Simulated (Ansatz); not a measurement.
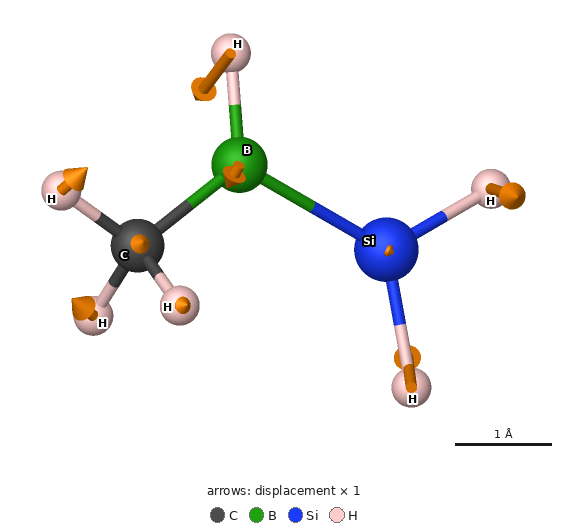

A relaxation of CH6BSi (charge +1). The starting structure is drawn; orange arrows show the displacements, at their true length. The two geometries are superimposed by the best rigid fit.

The picture is a ball-and-stick view, seen at a tilt.

Level of theory: Ansatz 0.2.0, RKS PBE0-D4/def2-TZVP.

The input:
```yaml
crystal:
  periodic: [false, false, false]
  atoms:
    - {symbol: C, position_ang: [-0.752470, 0.783780, -0.842520]}
    - {symbol: B, position_ang: [0.590100, 0.383870, -0.176730]}
    - {symbol: Si, position_ang: [0.650520, -1.124770, 1.109160]}
    - {symbol: H, position_ang: [-1.194270, -0.052070, -1.394120]}
    - {symbol: H, position_ang: [-0.687290, 1.627240, -1.524120]}
    - {symbol: H, position_ang: [-1.524310, 1.015410, -0.102350]}
    - {symbol: H, position_ang: [1.582310, 0.959370, -0.427080]}
    - {symbol: H, position_ang: [-0.486170, -1.957460, 1.526980]}
    - {symbol: H, position_ang: [1.821570, -1.635370, 1.830770]}
basis:
  gaussian: {orbitals: def2-TZVP}
total_charge: 1
hamiltonian: {xc: pbe0, dispersion: d4}
relax: {f_tol: 0.005, max_steps: 200}
```

Run as
```bash
ansatz run in.yaml --threads 2 --pin off --events-out ev --progress --plain --max-ram 4352MiB
```

### Describe the change and its energy.

The atom that moves furthest after the best rigid fit is H9 (1.19 Å). By element the largest moves are H 1.19 Å, B 0.34 Å, C 0.21 Å, Si 0.09 Å. Near-neighbour distances that change, for instance: B2–H7 1.174 → 1.204 Å, C1–B2 1.551 → 1.528 Å, B2–Si3 1.983 → 2.002 Å, C1–H4 1.095 → 1.109 Å. Among the angles between lasting bonds that change: Si3–B2–H7 119.0° → 107.6°, B2–C1–H4 111.6° → 102.5°, C1–B2–Si3 120.1° → 128.9°. Groups turn about B2–Si3 by about 85°, C1–B2 by about 40°. After 18 accepted moves (19 points after the start) the energy has fallen by 0.356 eV. The largest force component goes from 1.2 to 0.0043 eV/Å. The line search rejected the trial step at point 13 of the run. Cost: 41 s on 2 threads of Arm Neoverse V2, on a shared host.
